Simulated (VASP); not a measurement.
Data:

```
CELL_PARAMETERS angstrom
      4.80457     0.00000     0.00000
      0.00000     4.80457     0.00000
      0.00000     0.00000     3.24277
ATOMIC_POSITIONS crystal
  Sn 0.00000 0.00000 0.00000
  Sn 0.50000 0.50000 0.50000
  O  0.30638 0.30638 0.00000
  O  0.80638 0.19362 0.50000
  O  0.19362 0.80638 0.50000
  O  0.69362 0.69362 0.00000
```

Method: TPSS meta-GGA, VASP's PBE PAW potentials (set 64) (plane waves; VASP 6.6.1). Run with 520 eV cut-off, 5×5×8 Γ-centred mesh, tetrahedra with Blöchl corrections, potentials Sn_d O.

Unless said otherwise, spin-orbit coupling is left out, though it shifts the bands of the heavy elements here.

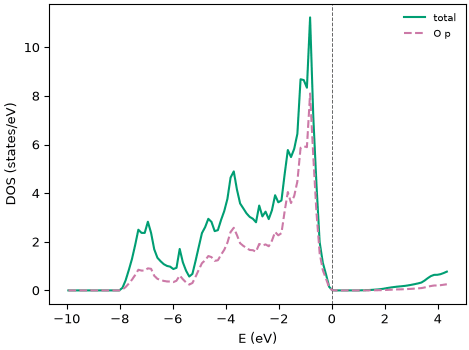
Total and projected density of states, zero at the valence-band maximum

Within 2 eV below the valence-band maximum the largest weight inside VASP's projection spheres is O p.

The gap is direct, 0.88 eV, from the valence maximum at Γ to the conduction minimum at Γ.

The compound is SnO2 in the rutile structure. It was relaxed first.
